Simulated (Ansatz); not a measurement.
# YbAl3 (Pm-3m): from the cell to its phonons, part 2 of 2

Wanted: phonon frequencies of YbAl3 (Pm-3m) and what follows from them.

Ansatz 0.2.0; DFT PBEsol, scalar-relativistic, plane waves, PAW.

So far. Step 3 (Tight relaxation): The forces vanish by symmetry and the pressure is -0.002 GPa, within the tolerances set. The cell now holds 18.20 Å³/atom. The relaxed cell has a = 4.175 Å (conventional setting).

## Step 4: Modes at Γ

The zone centre comes first: it holds the modes that light can see, as far as symmetry allows. No field response is asked, since the mesh shows no gap.

File input.yaml:

```yaml
crystal:
  lattice:
    - [4.1754655244, 0.0, 0.0]
    - [0.0, 4.1754655244, 0.0]
    - [0.0, 0.0, 4.1754655244]
  atoms:
    - { symbol: Yb, position: [0.0, 0.0, 0.0] }
    - { symbol: Al, position: [0.0, 0.5, 0.5] }
    - { symbol: Al, position: [0.5, 0.5, 0.0] }
    - { symbol: Al, position: [0.5, 0.0, 0.5] }
kpoints:
  mp_grid: { grid: [12, 12, 12] }
hamiltonian:
  xc: pbesol
scf:
  occupations: { method: methfessel_paxton, width: 0.2 }
output:
  eigenvalues: true
phonons:
  method: dfpt
```

Started as:

```
ansatz run input.yaml --threads 4 --pin off --max-ram 14336MiB --backend cpu --events-out ev --progress --plain --runs-dir out
```

Numbers of over 12 decimals in the logs are rounded to 6 here.

What it wrote:

```text
zone centre: on kpoints.mp_grid the ground state, and the responses unless they are solved on pairs of k-points, stand on 343 of the mesh's 1728 k-points, reduced under 8 symmetry operations, with k and −k counted as one. Each operation leaves every solved displacement unchanged or reverses it
[...]
Crystal: 4 atoms, lattice volume = 72.797 Å³
Basis set: ecut = 420 eV, 1365 PW (Γ), exchange–correlation on 60×60×60 points (8 copies of the dense FFT grid, shifted against one another)
Bands: 21, of which v1, the nominal top of the filled ones, is band 17 counted from 1 (16 counted from 0)
Symmetry: 48 space group operations
k-points: 343 of 1728 (irreducible under 8 space group operations)
[...]
SCF iter   1: F=—  HF=-15252.675866 eV  |F-HF|=—  |Δ(HF+E_count)|=         —  Δρ=1.75e-1  dr2=1.91e1  ethr=3.10e-3  ⟨swp⟩=6.3  Hψ=37771  notcnv=0
[...]
SCF iter  12: F=-15251.640689 eV  HF=-15251.640689 eV  |F-HF|=0.00e0  |Δ(HF+E_count)|=  1.82e-12  S|Δr|=    0.00e0  Δρ=1.91e-8  dr2=2.98e-13  ethr=1.00e-12  ⟨swp⟩=5.7  Hψ=32708  notcnv=0
the search or the solves at the SCF's close seem to have found levels that the self-consistency loop had missed (the run counts 6). By its estimate they hold under 1e-12 electrons; where the run keeps them, the occupations were computed again with them
SCF 1 converged in 12 iterations: F = -15251.640689 eV  dr2 = 2.98e-13
[...]
DFPT response loops at Γ: preconditioner auto → Kerker (q_TF=auto, 2.391 Å⁻¹) (partly filled bands, converged f_vac=0.000); β = 1.00, the filter's whole step (`scf.mixing.beta` (0.50) is not read by the response loops under this deck's `scf.mixing.preconditioner`; to damp them name `kerker` or `kerker_dos`, under which they read `scf.mixing.beta`, and type it under 1.00, their step now; both keys bind the ground state too); Broyden in place of MSR1
SCF converged after 12 iterations
[...]
Free energy (F): -15251.640689 eV
[...]
Internal energy: -15251.750687 eV  (E = F + TS)
E sigma→0 (E₀):  -15251.668188 eV
Entropy (-TS):   0.109998 eV (27.499 meV/atom)
Fermi energy:    10.252956 eV
[...]
--- Band table (eV; the first three rows and the last of 343) ---
  k-point 0: bands = [... 13 lower, 10.0093, 10.2324, 10.2324, 10.2324, 11.9411, 13.0688, 13.0688, 13.0688]
  k-point 1: bands = [... 13 lower, 10.0077, 10.2196, 10.2196, 10.2473, 12.2688, 12.9205, 12.9205, 13.1066]
  k-point 2: bands = [... 13 lower, 10.0035, 10.1821, 10.1821, 10.3443, 12.6323, 12.6323, 13.0597, 13.2151]
  k-point 342: bands = [... 13 lower, 10.0035, 10.0336, 10.0336, 10.0336, 10.0773, 11.6173, 15.7045, 15.7045]
--- Phonons (Γ-DFPT): 3 representative perturbations + reference, on 343 of 1728 k-points (Σ response iterations 9) ---
  k mesh reduced under 8 symmetry operations, with k and −k counted as one. Each operation leaves every solved displacement unchanged or reverses it
  ASR residual: 1.611e-5 → 0.000e0 eV/Å²; symmetrization residual: 2.033e-6 eV/Å²
  ASR residual per site (eV/Å²): 2.80e-6 1.61e-5 1.61e-5 1.61e-5
  Γ frequencies (cm⁻¹): 0.00 0.00 0.00 182.14 182.14 182.14 239.13 239.13 239.13 267.63 267.63 267.63
  non-analytic LO–TO correction: not included (Born effective charges unavailable; polar crystals: no LO–TO splitting at Γ)
```

Elapsed: 48 s, on 4 threads of Arm Neoverse V2, shared host; peak memory 1.8 GiB; 3 min of CPU time.

Numbers from this step:

```
sum-rule residual before enforcement                    : 1.61e-5 eV/Å²
point group                                             : m-3m
highest optical mode at the zone centre (no LO-TO term) : 267.6 cm⁻¹
lowest optical zone-centre mode                         : 182.1 cm⁻¹
```

Patterns of degenerate modes are one choice out of their space. Modes at Γ, with each element's share of the kinetic energy:

```tsv
mode	frequency (cm⁻¹)	symmetry	Yb %	Al %
1	0.0	acoustic	68	32
2	0.0	acoustic	68	32
3	0.0	acoustic	68	32
4	182.1	T1u	20	80
5	182.1	T1u	20	80
6	182.1	T1u	20	80
7	239.1	T2u	0	100
8	239.1	T2u	0	100
9	239.1	T2u	0	100
10	267.6	T1u	12	88
11	267.6	T1u	12	88
12	267.6	T1u	12	88
```

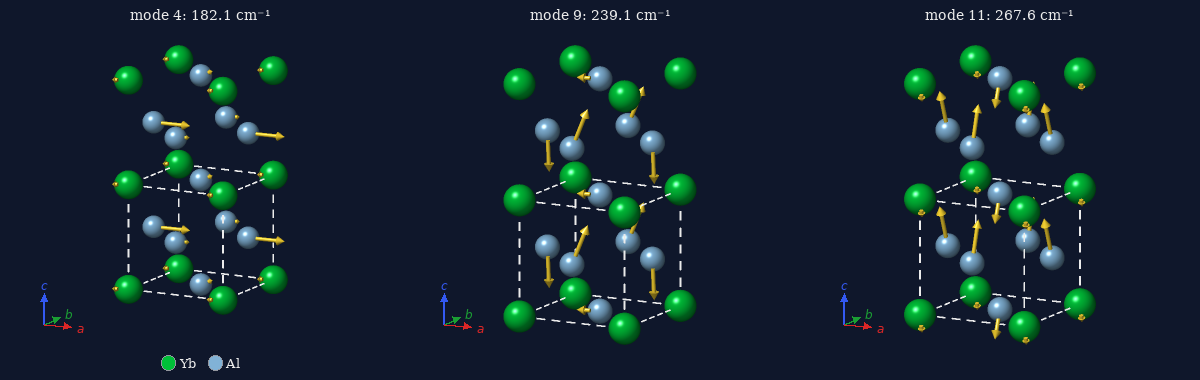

Displacement patterns of modes 4, 9 and 11 at Γ; arrows are exaggerated. 1×1×2 cells are drawn. Some periodic images of atoms are drawn too.

Before it was imposed, the acoustic sum rule was missed by 1.6e-5 eV/Å². Small misses are needed for a sound result but don't prove that mesh and cutoff are converged. The lowest optical mode is real, 182 cm⁻¹.

## Step 5: The dispersion

Stability and thermal properties need the whole zone. Linear response on a 4×4×4 q mesh gives force constants as far as a supercell of that size would.

Changes to input.yaml since step 4:

```diff
@@ -20 +20,8 @@
   method: dfpt
+  qmesh: [4, 4, 4]
+  temperatures: { t_max: 1000, t_step: 50 }
+  qpath:
+    path:
+      - [[0.0, 0.0, 0.0], [0.0, 0.5, 0.0], [0.5, 0.5, 0.0], [0.0, 0.0, 0.0], [0.5, 0.5, 0.5], [0.0, 0.5, 0.0]]
+      - [[0.5, 0.5, 0.5], [0.5, 0.5, 0.0]]
+    npoints: 10
```

What it wrote:

```text
[...]
Crystal: 4 atoms, lattice volume = 72.797 Å³
Basis set: ecut = 420 eV, 1365 PW (Γ), exchange–correlation on 60×60×60 points (8 copies of the dense FFT grid, shifted against one another)
Bands: 21, of which v1, the nominal top of the filled ones, is band 17 counted from 1 (16 counted from 0)
Symmetry: 48 space group operations
k-points: 84 of 1728
[...]
SCF iter   1: F=—  HF=-15252.675922 eV  |F-HF|=—  |Δ(HF+E_count)|=         —  Δρ=1.75e-1  dr2=1.91e1  ethr=3.10e-3  ⟨swp⟩=6.2  Hψ=9166  notcnv=0
[...]
SCF iter  12: F=-15251.640689 eV  HF=-15251.640689 eV  |F-HF|=3.64e-12  |Δ(HF+E_count)|=  1.82e-12  S|Δr|=    0.00e0  Δρ=2.08e-8  dr2=3.10e-13  ethr=1.00e-12  ⟨swp⟩=5.9  Hψ=8384  notcnv=0
[...]
SCF 1 converged in 12 iterations: F = -15251.640689 eV  dr2 = 3.10e-13
[...]
phonons: the bands overlap, so this run is a metal and interpolates without the dipole-dipole term. If the crystal is really an insulator or semiconductor, its LO-TO splitting is missing
NSCF: frozen V_eff on 84 k-points
WARN: eigensolver did not converge in 19 slots of this pass, the one above among them; of largest residual over every band (k=15): 1 band(s) unlocked (lowest unlocked band 20, counted from 0; max residual 3.30e-2 eV among the unlocked bands, 3.30e-2 eV over every band); of lowest unlocked band (k=15): band 20
[...]
DFPT response loops at q = (0, 0, 0) (fractional): preconditioner auto → Kerker (q_TF=auto, 2.391 Å⁻¹) (partly filled bands, converged f_vac=0.000); β = 1.00, the filter's whole step (`scf.mixing.beta` (0.50) is not read by the response loops under this deck's `scf.mixing.preconditioner`; to damp them name `kerker` or `kerker_dos`, under which they read `scf.mixing.beta`, and type it under 1.00, their step now; both keys bind the ground state too); Broyden in place of MSR1
[...]
SCF converged after 12 iterations
[...]
Free energy (F): -15251.640689 eV
[...]
Internal energy: -15251.750687 eV  (E = F + TS)
E sigma→0 (E₀):  -15251.668188 eV
Entropy (-TS):   0.109998 eV (27.499 meV/atom)
Fermi energy:    10.252956 eV
[...]
--- Band table (eV; the first three rows and the last of 84) ---
  k-point 0: bands = [... 13 lower, 10.0093, 10.2324, 10.2324, 10.2324, 11.9411, 13.0688, 13.0688, 13.0688]
  k-point 1: bands = [... 13 lower, 10.0077, 10.2196, 10.2196, 10.2473, 12.2688, 12.9205, 12.9205, 13.1066]
  k-point 2: bands = [... 13 lower, 10.0035, 10.1821, 10.1821, 10.3443, 12.6323, 12.6323, 13.0597, 13.2151]
  k-point 83: bands = [... 13 lower, 10.0035, 10.0336, 10.0336, 10.0336, 10.0773, 11.6173, 15.7045, 15.7045]
--- Phonons (Γ-DFPT): 3 representative perturbations + reference (Σ response iterations 9) ---
  ASR residual: 1.918e-5 → 0.000e0 eV/Å²; symmetrization residual: 2.747e-6 eV/Å²
  ASR residual per site (eV/Å²): 1.92e-5 1.61e-5 1.61e-5 1.61e-5
[...]
--- Phonons (arbitrary-q DFPT): 10 irreducible q on the 4×4×4 mesh ---
  q = [0.0000, 0.0000, 0.0000] (star 1, of the zone-centre solve; hermiticity 5.64e-7, symmetrization 1.19e-11): -0.00 0.00 0.00 182.14 182.14 182.14 239.13 239.13 239.13 267.63 267.63 267.63
  q = [0.0000, 0.0000, 0.2500] (star 6, 7 solved perturbations in 3612 linear systems a pass and spin channel, the states on 588 of 1728 k-point pairs; hermiticity 6.21e-7, symmetrization 1.43e-12): 67.79 67.79 89.70 181.55 181.55 185.20 243.85 243.85 253.24 259.50 265.55 265.55
[...]
q = [0.0000, 0.2500, -0.5000] (star 12, 12 solved perturbations on 588 of 1728 k-point pairs; hermiticity 6.41e-7, symmetrization 7.47e-14): 103.86 114.04 117.49 159.90 179.65 216.81 239.12 251.78 253.20 256.71 259.87 276.48
[...]
sum rule: each row above includes the acoustic sum rule's correction from the zone centre's row sums; it moved no ω² by more than (0.40 cm⁻¹)²
  mesh force constants: q→R imaginary residual 1.40e-18; ASR residual 1.918e-5 → 0.000e0 eV/Å²; symmetrization residual 5.329e-15 eV/Å²
  interpolated dispersion: 62 rows × 12 modes
  density of states and harmonic sums: on the 16×16×16 q-mesh, interpolated from the force constants of a 4×4×4 supercell (no non-analytic term)
  largest difference from the sums on the solved wave vectors: F 1.32e-2 eV, S 1.72e-5 and C_V 3.98e-6 eV/K
  zero-point energy: 0.148241 eV/cell   skipped modes (ω ≤ 0): 3   left out of the sums: 6.10e-5 of the cell's modes: C_V's classical limit lies that fraction below 3 k_B per atom; for a crystal, a wire or a layer, F and S can be off by more, and a phonons.interpolated_qmesh denser along its periods is the remedy for the sampling
```

It took 21 min on 4 threads; peak memory 6 GiB; 82 min of CPU time.

Numbers from this step:

| Item | Value |
| --- | --- |
| sum-rule residual before enforcement | 1.92e-5 eV/Å² |
| lowest frequency on the path | 0 cm⁻¹ |
| highest frequency on the path or at a solved wavevector | 288.4 cm⁻¹ |
| mean frequency | 199.3 cm⁻¹ |
| Debye temperature (second moment) | 391 K |
| logarithmic mean frequency | 184.9 cm⁻¹ |
| lowest mode on the q mesh (acoustic modes at Γ apart) | 67.79 cm⁻¹ |
| zero-point energy per atom | 37.06 meV |
| heat capacity at 300 K | 22.96 J/(mol atoms K) |
| vibrational entropy at 300 K | 28.96 J/(mol atoms K) |

Frequencies (cm⁻¹) solved at each irreducible wavevector; negative means imaginary. Frequencies by wavevector, by row:

```tsv
q in reciprocal lattice units	star	mode 1	mode 2	mode 3	mode 4	mode 10	mode 11	mode 12
0 0 0	1	0	0	0	182.1	267.6	267.6	267.6
0 0 0.25	6	67.8	67.8	89.7	181.6	259.5	265.6	265.6
0 0 -0.5	3	106.8	106.8	128.1	171.3	259.2	259.2	263.9
0 0.25 0.25	12	75.3	92.8	117.8	165.9	262.5	262.6	269
0 0.25 -0.5	12	103.9	114	117.5	159.9	256.7	259.9	276.5
0 -0.5 -0.5	3	109.5	109.5	131.3	145.1	265.5	265.5	282.7
0.25 0.25 0.25	8	87.1	87.1	128.6	163.1	266.7	273	273
0.25 0.25 -0.5	12	99.6	106.4	116.5	152.7	268.6	270	283.3
0.25 -0.5 -0.5	6	98.1	98.1	111.5	137.2	279.5	279.5	285
-0.5 -0.5 -0.5	1	85.9	85.9	85.9	124.3	288.4	288.4	288.4
```

Interpolated from a 4×4×4 q mesh. Phonon branches along the path, in cm⁻¹:

```tsv
point	branch 1	branch 2	branch 3	branch 4	branch 9	branch 10	branch 11	branch 12
Γ	0	0	0	182	239	268	268	268
X	107	107	128	171	255	259	259	264
M	110	110	131	145	246	266	266	283
Γ	0	0	0	182	239	268	268	268
R	86	86	86	124	259	288	288	288
X	107	107	128	171	255	259	259	264
jump to R	86	86	86	124	259	288	288	288
M	110	110	131	145	246	266	266	283
```

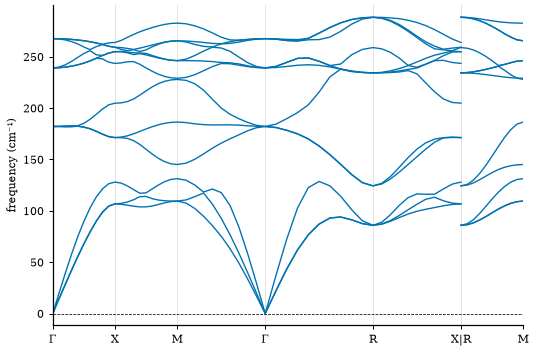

Phonon branches along the path.

The phonon density of states has structure finer than the step of the table below, so its rows give means over 20 cm⁻¹, whole bins alone (the curve runs from 2.5 to 288 cm⁻¹). Peaks (cm⁻¹: height): 97.5: 0.0858, 122.5: 0.0864, 172.5: 0.0675, 242.5: 0.189, 267.5: 0.154.

Tetrahedra on a 16×16×16 mesh, mean over bins of 5 cm-1. Interpolated from a 4×4×4 q mesh. Phonon density of states against wavenumber; means over each step:

```tsv
wavenumber (cm⁻¹)	phonon density of states (1/cm⁻¹/cell)
20	5.9e-4
40	0.00271
60	0.00737
80	0.0215
100	0.0686
120	0.0488
140	0.0165
160	0.0394
180	0.0473
200	0.0163
220	0.0219
240	0.123
260	0.123
```

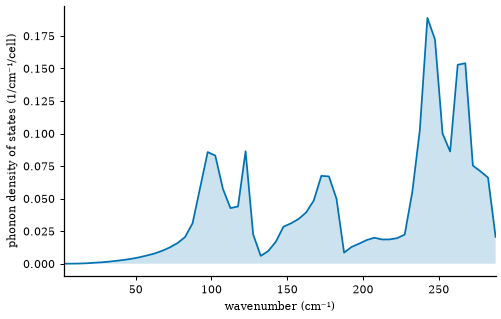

Phonon density of states against wavenumber.

The partial phonon density of states has structure finer than the step of the table below, so its rows give means over 25 cm⁻¹, whole bins alone (the curve runs from -10 to 307 cm⁻¹). Peaks (cm⁻¹: height): Al 171.3: 0.0677, 245.0: 0.197, 264.9: 0.165; Yb 95.6: 0.0716, 121.5: 0.0723, 264.9: 0.0113.

Phonopy on the run's constants, 13x13x13 mesh, Gaussian sigma 2.3 cm-1. Interpolated from a 4×4×4 q mesh. Table of partial phonon density of states by wavenumber; means over each step; values in 1/cm⁻¹/cell:

```tsv
wavenumber (cm⁻¹)	Al	Yb
25	3.2e-4	7.2e-4
50	0.00128	0.00323
75	0.00357	0.0124
100	0.00741	0.0563
125	0.00440	0.0332
150	0.0268	5.5e-4
175	0.0469	0.00387
200	0.0157	5.8e-4
225	0.0351	3.9e-4
250	0.132	0.00291
275	0.0849	0.00572
```

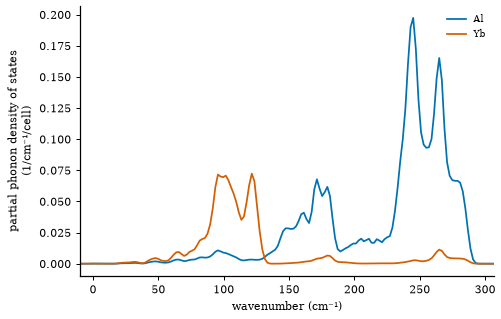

Partial phonon density of states against wavenumber.

Harmonic thermodynamic functions per atom, from the density of states. Interpolated from a 4×4×4 q mesh. Thermodynamic functions, by row:

```tsv
T (K)	F_vib (meV/atom)	S (J/mol-atom/K)	C_V (J/mol-atom/K)
0	37.06	0	0
50	36.8	1.892	4.694
100	34.34	7.935	13.32
200	19.57	20.04	20.81
300	-6.07	28.96	22.96
400	-39.72	35.7	23.8
500	-79.59	41.06	24.2
600	-124.5	45.49	24.42
700	-173.7	49.27	24.56
800	-226.5	52.55	24.65
900	-282.5	55.46	24.71
1000	-341.3	58.06	24.75
```

Harmonic mean-square displacement, third of the trace. Interpolated from a 4×4×4 q mesh. Mean square displacements, by row:

```tsv
T (K)	Yb1 U_eq (Å²)	Al2 U_eq (Å²)	Al3 U_eq (Å²)	Al4 U_eq (Å²)
0	9.30e-4	0.00298	0.00298	0.00298
100	0.00163	0.00361	0.00361	0.00361
300	0.00431	0.00747	0.00747	0.00747
600	0.00851	0.01422	0.01422	0.01422
```

Symmetry leaves 10 wavevectors to solve. The lowest mode among them, the acoustic zeros apart, lies at q = (0, 0, 0.25) and is real, 67.8 cm⁻¹.

## Step 6: Summary of results

| Property | Result |
| --- | --- |
| space group after relaxation (within 0.01 Å) | Pm-3m |
| volume per atom | 18.2 Å³ |
| electronic character | no gap on this mesh |
| highest optical mode at the zone centre (no LO-TO term) | 268 cm⁻¹ |
| lowest optical zone-centre mode | 182 cm⁻¹ |
| lowest mode on the q mesh (acoustic modes at Γ apart) | 67.8 cm⁻¹ |
| highest frequency on the path or at a solved wavevector | 288 cm⁻¹ |
| zero-point energy per atom | 37.1 meV |
| heat capacity at 300 K | 23.0 J/(mol atoms K) |
| vibrational entropy at 300 K | 29.0 J/(mol atoms K) |
| Debye temperature (second moment) | 391 K |
| imaginary modes on the 4×4×4 q mesh | none |

What this shows: The structure is a minimum as far as tested: no mode is imaginary at the 10 irreducible wavevectors of the 4×4×4 mesh, and the softest away from the acoustic zeros lies at 68 cm⁻¹. The optical modes at Γ span 182 to 268 cm⁻¹. The highest mode in this list at Γ, 267.6 cm⁻¹, is mostly motion of Al (88 % of the kinetic energy). With no gap, or one that is small against the smearing, the frequencies hang on the k mesh and the smearing, most of all near Kohn anomalies. The phonon runs are without spin polarisation, although the cell has an odd electron count. The 4f shell is treated without a U, so valence and screening may be off. Spin-orbit coupling is left out, which can matter for the heavy elements here. A phonon run warned that its eigensolver left some bands unconverged in a pass. These are harmonic frequencies at zero temperature: anharmonic shifts, linewidths and thermal expansion are left out.

[Logs are printed without paths, hosts, clocks, repeated set-up lines and the standing remarks that a program may print on its own settings, such as how far it seeks lower states.]

[Hosts, paths, dates, database ids (printed as entryN), source tags and the programs' standing remarks are cut or masked in the printed files.]
